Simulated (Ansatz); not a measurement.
**CH$_{3}$BrSn: density, localisation and related maps**

```xyz
6

C    -0.9700   -0.8090    1.0212
Br    2.1930    0.5879    1.3655
Sn    0.1548    0.6514   -0.1711
H    -1.0939   -0.4235    2.0465
H    -1.9598   -1.0196    0.5881
H    -0.3932   -1.7456    1.0906
```

Geometry: PBE0-D3(BJ)/def2-SVP; core potentials replace the inner electrons of Sn.

All numbers below come from Ansatz, isolated molecule in a Gaussian basis; Kohn-Sham density functional theory, functional PBE0.

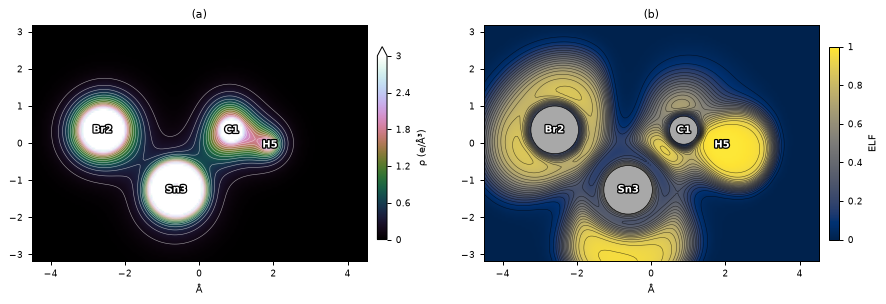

Figure 1. (a) electron density; (b) electron localisation function on the plane of atoms C1, Sn3 and Br2. Grey discs cover the atomic cores in the ELF map.

Q: Interpret the plot.

A:
- Atoms in the plane: C, Br, Sn and H.
- C–Sn (2.20 Å): the density is about 0.67 e/Å³ at the midpoint; the ELF peaks at about 0.90 in the valence shell of C, 0.7 Å from its nucleus, and drops to about 0.20 between the two atoms.
- Sn–Br (2.55 Å): ρ is about 0.47 e/Å³ halfway; the ELF peaks at about 0.75 in the valence shell of Br, 1.0 Å from its nucleus, and drops to about 0.15 between the two atoms.
- C–H (1.10 Å): ρ is about 1.9 e/Å³ halfway; the ELF climbs to about 1 towards the hydrogen, as it does in any bond to H (a covalent bond by its length).
- The ELF also peaks beside Br2, away from the bonds: lone-pair regions.

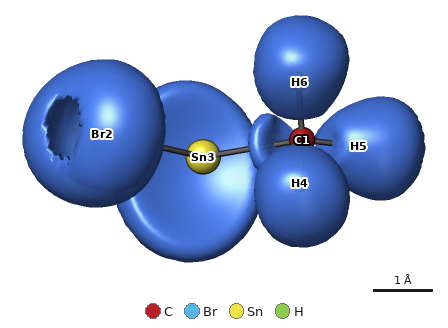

Figure 2. Isosurface of the ELF at 0.8 (blue), seen from one side. Only the valence region is drawn (cores and ρ < 0.01 e/Å³ removed).

Q: Where are the electrons localised?

A: The ELF exceeds this value in three regions around hydrogen nuclei, one lobe of the valence shell of C pointing towards Sn (polar bonds), one ring or bowl of non-bonding electrons around Br and one lobe on Sn, pointing away from the bonds (lone pairs).

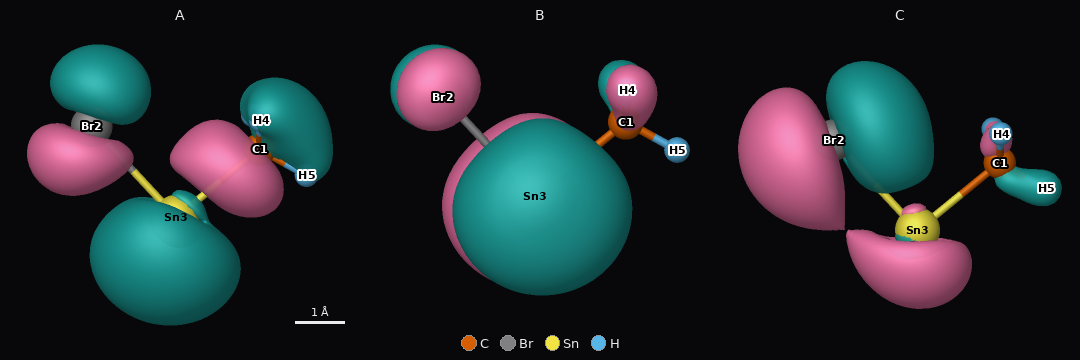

Figure 3. Three frontier orbitals at ±0.08 Å⁻³ᐟ² (teal and pink are the two phases), in no order.

Q: Which picture is the HOMO−1, the HOMO and the LUMO?

A: C is the HOMO−1 (−8.12 eV). It lies mainly on Br2 (about 80 %) and Sn3 (about 15 %); largely a lone pair of Br2. A is the HOMO (−6.71 eV). By Hirshfeld shares it lies mainly on Sn3 (about 50 %), C1 (about 25 %) and Br2 (about 20 %). B is the LUMO (−2.85 eV). Its weight (Hirshfeld) is mainly on Sn3 (about 85 %) and Br2 (about 10 %).

Q: What is the HOMO–LUMO gap?

A: 3.86 eV between the orbital energies.
